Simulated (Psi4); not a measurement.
# U-wB97X/6-311+G(d,p) run of CH5BS− (SMILES [BH2-]SC)

Aim: the vertical doublet–quartet gap of CH5BS− at U-wB97X/6-311+G**, from 2 runs. 

The calculation is run with Psi4 1.11.

2 further runs of the same task are left out: 2 set aside as unsound or not needed.

## Step 1: Starting point

The species is CH5BS− (8 atoms), meant as a doublet with charge -1. SMILES: `[BH2-]SC`. Geometry: relaxed at GFN2-xTB.

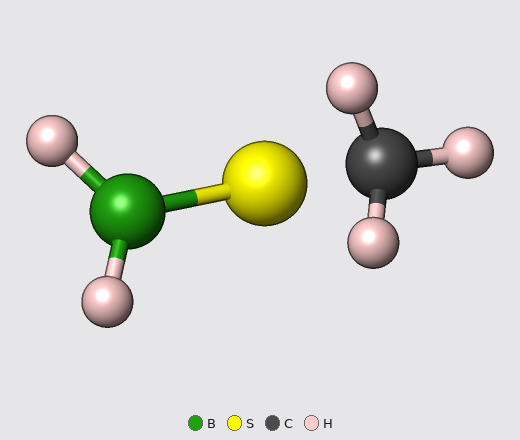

The structure, seen from a chosen angle (boron green, sulfur yellow, carbon dark grey, hydrogen pink).

## Step 2: A single-point energy at U-wB97X/6-311+G(d,p)

input.inp

```
memory 1.6 GB

molecule system {
  -1 2
  B     -0.944180     1.016160    -0.999290
  S      0.679900     0.337000    -1.004870
  C      0.807640    -0.844480     0.816650
  H     -1.903120     0.325970    -1.179850
  H     -1.104760     2.187800    -0.842700
  H      0.706170    -0.144060     1.635140
  H      1.772590    -1.331700     0.803180
  H     -0.014250    -1.546690     0.771740
  symmetry c1
}

set {
  reference            uks
  puream               true
  e_convergence        1e-09
  d_convergence        1e-08
  scf_type             pk
  dft_radial_points    99
  dft_spherical_points 590
  maxiter              200
}

E = energy("wb97x/6-311+G**")
```

Run with:

```console
$ psi4 input.inp input.out -n 1
```

input.out:

```text
[...]
  Running in c1 symmetry.
[...]
  Nuclear repulsion =   87.614876181812718
[...]
  Multiplicity = 2
[...]
  Nalpha       = 17
  Nbeta        = 16
[...]
    Number of basis functions: 104
[...]
   @UKS iter   1:  -463.94187592191196   -8.38624e-01   5.90590e-03 DIIS/ADIIS
[...]
   @UKS iter  17:  -464.13189810331028   -4.77485e-12   4.61947e-09 DIIS
[...]
   @S^2 Observed:                7.728708739E-01
[...]
    Orbital Energies [Eh]
    ---------------------
    Alpha Occupied:
       1A    -88.606420     2A    -10.092167     3A     -7.801896
       4A     -6.613194     5A     -5.764785     6A     -5.759511
       7A     -5.755552     8A     -0.669932     9A     -0.596141
      10A     -0.392414    11A     -0.353205    12A     -0.352638
      13A     -0.264595    14A     -0.248394    15A     -0.204968
      16A     -0.121767    17A     -0.031858
    Alpha Virtual:
      18A      0.190365    19A      0.206400    20A      0.206854
      21A      0.217136    22A      0.218920    23A      0.245846
      24A      0.248608    25A      0.264748    26A      0.270173
[...]
  @UKS Final Energy:  -464.13189810331028
   => Energetics <=
    Nuclear Repulsion Energy =             87.6148761818127184
    One-Electron Energy =                -818.0744791639712048
    Two-Electron Energy =                 293.5095286573560998
    DFT Exchange-Correlation Energy =     -27.1818237785078942
    Empirical Dispersion Energy =           0.0000000000000000
    VV10 Nonlocal Energy =                  0.0000000000000000
    Total Energy =                       -464.1318981033102773
[...]
 Multipole Moments:
 ------------------------------------------------------------------------------------
     Multipole            Electronic (a.u.)      Nuclear  (a.u.)        Total (a.u.)
 ------------------------------------------------------------------------------------
 L = 1.  Multiply by 2.5417464519 to convert [e a0] to [Debye]
 Dipole X            :          1.6618823           -0.8744762            0.7874061
 Dipole Y            :          1.4376838           -2.1459157           -0.7082319
 Dipole Z            :         -3.4626420            4.0527175            0.5900756
 Magnitude           :                                                    1.2123490
[...]
```

Wall time 34 s (1 thread of Intel Xeon 6975P-C (Granite Rapids), shared host); peak memory 0.79 GiB.

## Step 3: The quartet, same level

job.json

```json
{
 "schema_name": "qcschema_input",
 "schema_version": 1,
 "molecule": {
  "schema_name": "qcschema_molecule",
  "schema_version": 2,
  "symbols": ["B", "S", "C", "H", "H", "H", "H", "H"],
  "geometry": [-1.78424161, 1.9202641, -1.88838442, 1.28482479, 0.6368377, -1.89892909, 1.52621841, -1.59583592, 1.54324484, -3.59637558, 0.61599402, -2.22959337, -2.08769383, 4.13434282, -1.59247221, 1.3344679, -0.27223395, 3.08996678, 3.34970963, -2.51654828, 1.51779023, -0.0269286, -2.9228205, 1.45837724],
  "molecular_charge": -1,
  "molecular_multiplicity": 4,
  "fix_symmetry": "c1"
 },
 "driver": "energy",
 "model": {
  "method": "wb97x",
  "basis": "6-311+G**"
 },
 "keywords": {
  "reference": "uks",
  "puream": true,
  "e_convergence": 1e-09,
  "d_convergence": 1e-08,
  "scf_type": "pk",
  "dft_radial_points": 99,
  "dft_spherical_points": 590,
  "maxiter": 200,
  "scf_properties": ["DIPOLE", "QUADRUPOLE", "WIBERG_LOWDIN_INDICES"]
 }
}
```

Run with:

```console
$ psi4 --qcschema job.json -n 1 --memory 1600MB
```

stdout:

```text
[...]
  Running in c1 symmetry.
[...]
  Nuclear repulsion =   87.614876232993510
[...]
  Multiplicity = 4
[...]
  Nalpha       = 18
  Nbeta        = 15
[...]
    Number of basis functions: 104
[...]
   @UKS iter   1:  -463.75977545637392   -6.56523e-01   6.39129e-03 ADIIS/DIIS
[...]
   @UKS iter  20:  -463.99561807131448   -3.51292e-11   6.57235e-09 DIIS
[...]
   @S^2 Observed:                3.760575139E+00
[...]
    Orbital Energies [Eh]
    ---------------------
    Alpha Occupied:
       1A    -88.665258     2A    -10.075705     3A     -7.860989
       4A     -6.611795     5A     -5.828646     6A     -5.818261
       7A     -5.815907     8A     -0.706802     9A     -0.627083
      10A     -0.420535    11A     -0.354791    12A     -0.350575
      13A     -0.300380    14A     -0.285245    15A     -0.251575
      16A     -0.197565    17A     -0.069084    18A      0.024347
    Alpha Virtual:
      19A      0.181589    20A      0.203604    21A      0.209115
      22A      0.213744    23A      0.240563    24A      0.242986
      25A      0.249470    26A      0.254665    27A      0.256349
[...]
  @UKS Final Energy:  -463.99561807131448
   => Energetics <=
    Nuclear Repulsion Energy =             87.6148762329935096
    One-Electron Energy =                -817.0851565543235893
    Two-Electron Energy =                 292.6470900209168917
    DFT Exchange-Correlation Energy =     -27.1724277709013293
    Empirical Dispersion Energy =           0.0000000000000000
    VV10 Nonlocal Energy =                  0.0000000000000000
    Total Energy =                       -463.9956180713144818
[...]
 Multipole Moments:
 ------------------------------------------------------------------------------------
     Multipole            Electronic (a.u.)      Nuclear  (a.u.)        Total (a.u.)
 ------------------------------------------------------------------------------------
 L = 1.  Multiply by 2.5417464519 to convert [e a0] to [Debye]
 Dipole X            :          2.1336511           -0.8744762            1.2591748
 Dipole Y            :          1.6173477           -2.1459157           -0.5285681
 Dipole Z            :         -4.0883527            4.0527175           -0.0356351
 Magnitude           :                                                    1.3660803
 L = 2.  Multiply by 1.3450342976 to convert [e a0^2] to [Debye ang]
 Quadrupole XX       :       -106.9741575           74.4146043          -32.5595533
 Quadrupole XY       :         48.5039780          -43.8717660            4.6322120
[...]
```

The result, in JSON:

```text
{
 "driver": "energy",
 "model": {
  "method": "wb97x",
  "basis": "6-311+G**"
 },
 "success": true,
 "return_result": -463.9956180713145,
 "properties": {
  "calcinfo_nbasis": 104,
  "calcinfo_nmo": 104,
  "calcinfo_nalpha": 18,
  "calcinfo_nbeta": 15,
  "calcinfo_natom": 8,
  "nuclear_repulsion_energy": 87.61487623299351,
  "return_energy": -463.9956180713145,
  "scf_one_electron_energy": -817.0851565543236,
  "scf_two_electron_energy": 292.6470900209169,
  "scf_xc_energy": -27.17242777090133,
  "scf_dipole_moment": [1.2591748374714742, -0.5285680671115862, -0.03563514729473205],
  "scf_total_energy": -463.9956180713145,
  "scf_iterations": 20
 }
}
```

It took 39 s on 1 thread of Intel Xeon 6975P-C (Granite Rapids), shared host; peak memory 0.78 GiB.

## Step 4: Results

At U-wB97X/6-311+G**:

```
                                        quantity          value
                           doublet: total energy  -464.13190 Eh
     doublet: HOMO energy (highest over α and β)       -0.87 eV
      doublet: LUMO energy (lowest over α and β)        5.06 eV
                                   doublet: ⟨S²⟩          0.773
                           quartet: total energy  -463.99562 Eh
     quartet: HOMO energy (highest over α and β)        0.66 eV
      quartet: LUMO energy (lowest over α and β)        2.77 eV
                                   quartet: ⟨S²⟩          3.761
vertical energy of the quartet above the doublet       3.708 eV
```

**Reading.** At this shape the quartet lies 3.71 eV (358 kJ/mol) above the doublet. For an anion a state so high probably lies above electron detachment. The HOMO (quartet) lies at positive energy, 0.66 eV; only total energies tell whether the electron is bound.
